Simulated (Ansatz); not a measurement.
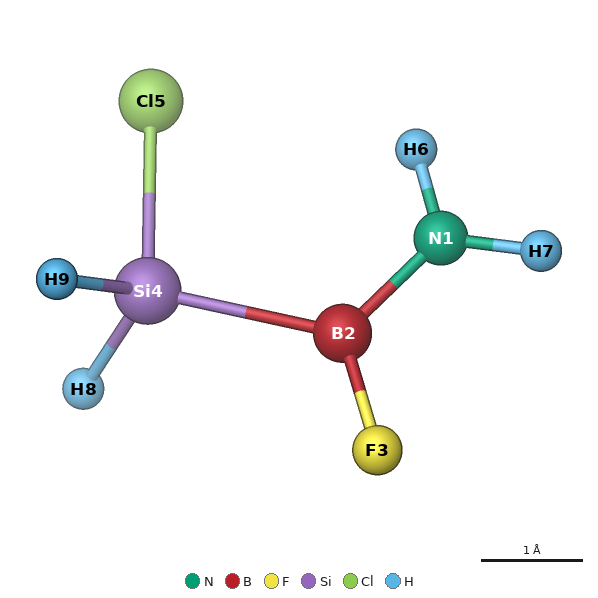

Orthographic view. Depth is shown by fading: the farther an atom, the more it takes the colour of the background. Computed geometry: PBE-D4/def2-SVP optimisation. No frequency run is at hand to confirm it as a minimum.

Write a MOL file (V2000) with the atoms in numerical order, bonds sorted by atom number with the orders drawn, and coordinates in the frame of the picture: x right, y up, z towards the viewer, origin at the mean position.

```
BClFH4NSi
                    3D

  9  8  0  0  0  0  0  0  0  0999 V2000
    1.5600    0.3700    0.0300 N   0  0  0  0  0  0  0  0  0  0  0  0
    0.5800   -0.5700    0.3500 B   0  0  0  0  0  0  0  0  0  0  0  0
    0.9300   -1.7300    0.9500 F   0  0  0  0  0  0  0  0  0  0  0  0
   -1.3600   -0.1500   -0.1100 Si  0  0  0  0  0  4  0  0  0  0  0  0
   -1.3200    1.7400   -1.0600 Cl  0  0  0  0  0  0  0  0  0  0  0  0
    1.3100    1.2600   -0.4200 H   0  0  0  0  0  0  0  0  0  0  0  0
    2.5500    0.2500    0.2300 H   0  0  0  0  0  0  0  0  0  0  0  0
   -2.0000   -1.1200   -1.0600 H   0  0  0  0  0  0  0  0  0  0  0  0
   -2.2600   -0.0300    1.0900 H   0  0  0  0  0  0  0  0  0  0  0  0
  1  2  1  0
  1  6  1  0
  1  7  1  0
  2  3  1  0
  2  4  1  0
  4  5  1  0
  4  8  1  0
  4  9  1  0
M  END
```
